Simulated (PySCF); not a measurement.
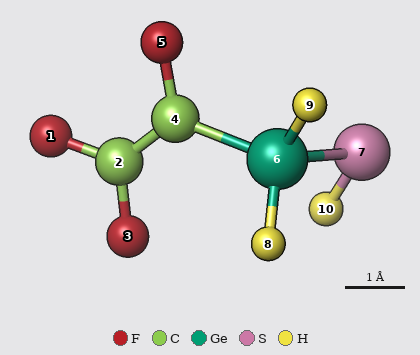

Figure 1. The structure as given in the input (ball-and-stick view, seen at a tilt; atoms are numbered from 1 in the order of the input). Sticks mark near contacts. Bond lengths as drawn: C–C 1.34 Å, C–F 1.30 to 1.34 Å, C–Ge 1.95 Å, Ge–H 1.53 Å, Ge–S 2.23 Å and H–S 1.35 Å.

## C2H3F3GeS: excited-state calculation

C2H3F3GeS, SMILES FC(F)=[C](F)[GeH2][SH], computed with TDDFT CAM-B3LYP/def2-SVPD, vertical, gas phase, core orbitals frozen in the response (PySCF 2.14.0).

The geometry comes from this level: PBE0-D3(BJ)/def2-SVP. It belongs to a series of runs on one base structure; here: H on Ge replaced by CF=CF2.

## The program's output
```
coarse grid: 47408 points
cycle   1  E = -2851.9577083952  dE =  4.156e-01  |g| = 8.590e-01  |ddm| = 3.899e+00
cycle   2  E = -2851.9088757890  dE =  4.883e-02  |g| = 1.070e+00  |ddm| = 1.869e+00
cycle   3  E = -2852.0922528982  dE = -1.834e-01  |g| = 9.521e-02  |ddm| = 1.037e+00
cycle   4  E = -2852.0935268310  dE = -1.274e-03  |g| = 4.143e-02  |ddm| = 1.170e-01
cycle   5  E = -2852.0937835743  dE = -2.567e-04  |g| = 8.237e-03  |ddm| = 4.330e-02
cycle   6  E = -2852.0937962057  dE = -1.263e-05  |g| = 3.176e-03  |ddm| = 1.549e-02
cycle   7  E = -2852.0937982627  dE = -2.057e-06  |g| = 8.255e-04  |ddm| = 5.127e-03
final grid: 98128 points
cycle   8  E = -2852.0937714736  dE = -7.872e-08  |g| = 9.548e-04  |ddm| = 3.510e-03
cycle   9  E = -2852.0937714013  dE =  7.222e-08  |g| = 1.205e-03  |ddm| = 1.821e-03
cycle  10  E = -2852.0937716177  dE = -2.164e-07  |g| = 5.863e-05  |ddm| = 8.229e-04
cycle  11  E = -2852.0937716186  dE = -8.276e-10  |g| = 2.381e-05  |ddm| = 1.043e-04
```

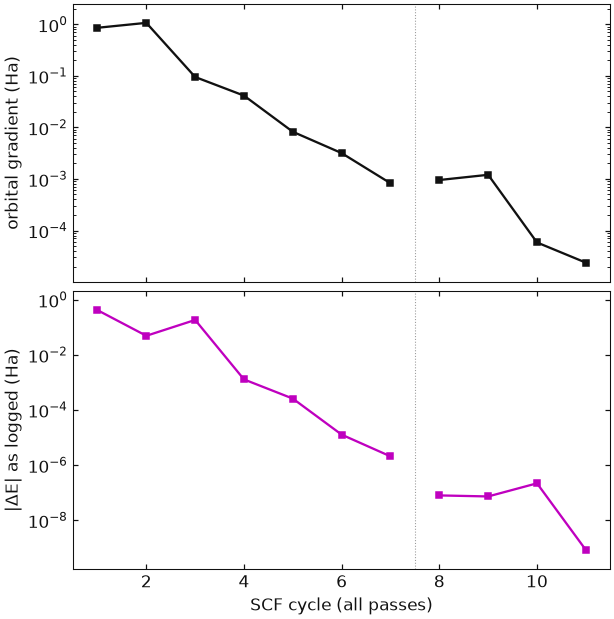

Figure 2. Convergence of the self-consistent field: orbital gradient and size of the energy change against the SCF cycle. The dotted line marks the change from a coarse to the final integration grid. The first 7 cycles use a coarse grid, the final grid takes over at cycle 8, and the field converges after 11 cycles in all.

```
converged SCF energy = -2852.0937716186

Static polarisability (au): isotropic 78.693, principal 68.054 74.578 93.447

Singlet excitations
state   eV       nm        f      main configurations
  1   5.6293    220.2   0.02640   H->L 0.66, H-1->L 0.14
  2   5.9999    206.6   0.01916   H->L+1 0.52, H->L 0.11, H-1->L+1 0.10
  3   6.3932    193.9   0.11657   H-1->L 0.51, H->L 0.12, H->L+2 0.08
  4   6.6182    187.3   0.13064   H-1->L 0.27, H-1->L+3 0.18, H-1->L+2 0.13
  5   6.8341    181.4   0.00487   H-1->L+1 0.55, H->L+1 0.17, H->L+4 0.10
  6   7.2321    171.4   0.02052   H->L+3 0.42, H->L+2 0.24
  7   7.3112    169.6   0.00468   H->L+4 0.51, H-1->L+2 0.10, H->L+6 0.09
  8   7.4314    166.8   0.00454   H->L+2 0.22, H->L+5 0.20, H-1->L+2 0.19
  9   7.4693    166.0   0.02350   H-1->L+4 0.27, H->L+2 0.17, H-1->L+2 0.16
 10   7.7479    160.0   0.04998   H->L+5 0.34

Triplet excitations (Tamm-Dancoff, eV): 4.1501 5.2230 5.5747 6.1161
Vertical ionisation energy (delta-SCF) = 9.7363 eV
```

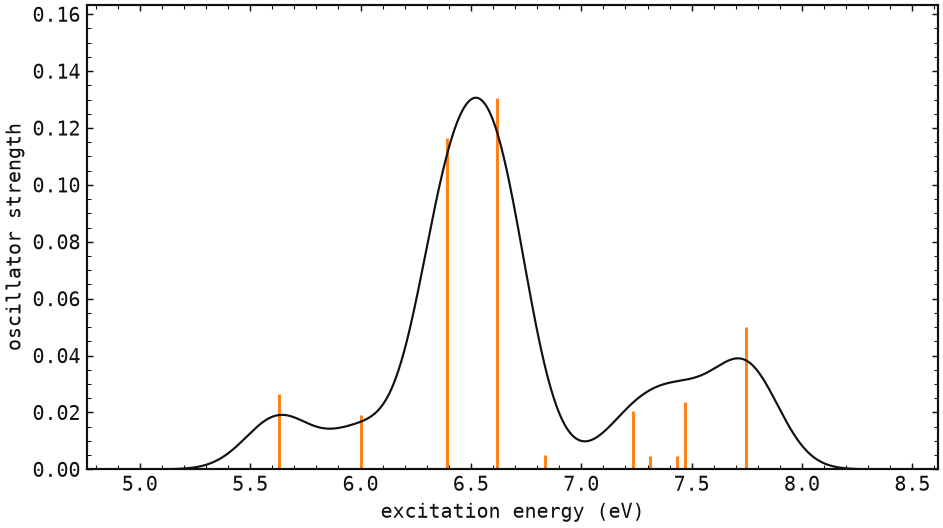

Figure 3. Computed excitations as sticks (degenerate states added up, dark ones marked on the axis), with a Gaussian envelope of 0.35 eV full width at half maximum, scaled to the tallest. Of the 10 states the lowest lies at 5.63 eV (f = 0.026); the strongest line is at 6.62 eV, or 187 nm (f = 0.131).

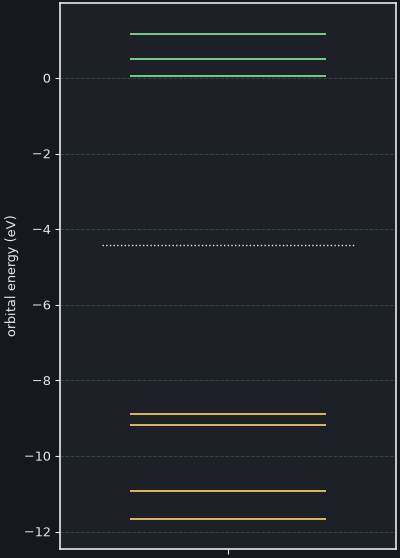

Figure 4. Orbital energies near the frontier; the dotted line parts filled from empty levels, and levels within 0.02 eV of each other stand side by side. Highest filled −8.89 eV, lowest empty 0.06 eV, 8.95 eV apart.

The run was set up as follows.

## The input
```
{"job": {"kind": "uv", "xc": "CAM-B3LYP", "basis": "def2-SVPD", "ip": true}, "charge": 0, "multiplicity": 1}
F     -2.321391    -1.851851     0.083724
C     -1.372053    -0.992423     0.334889
F     -1.007715    -1.020601     1.596321
C     -0.804440    -0.173501    -0.554234
F     -1.224075    -0.234865    -1.824985
Ge     0.636590     1.070719    -0.136881
S      2.628130     0.098696    -0.354298
H      0.450864     1.592083     1.294308
H      0.600945     2.182593    -1.188959
H      2.463822    -0.691791     0.729148
```

The first line tells a small driver script what to run in PySCF; the rest is the geometry in Å.

Launched with:
```bash
OMP_NUM_THREADS=1 python <driver script> task.json out
```

## Results in brief

```csv
quantity,value
outcome,converged
total energy,−2852.093772 hartree
HOMO,−8.89 eV
LUMO,0.06 eV
dipole moment,1.50 D
mean polarisability,78.69 a.u.
vertical ionisation energy,9.74 eV
lowest singlet excitation,5.63 eV
hardware,"1 CPU thread, shared host"
wall time,4.1 min
peak memory,1.1 GiB
```

## Remarks

Spin–orbit coupling is left out, which matters for the heavy atoms.
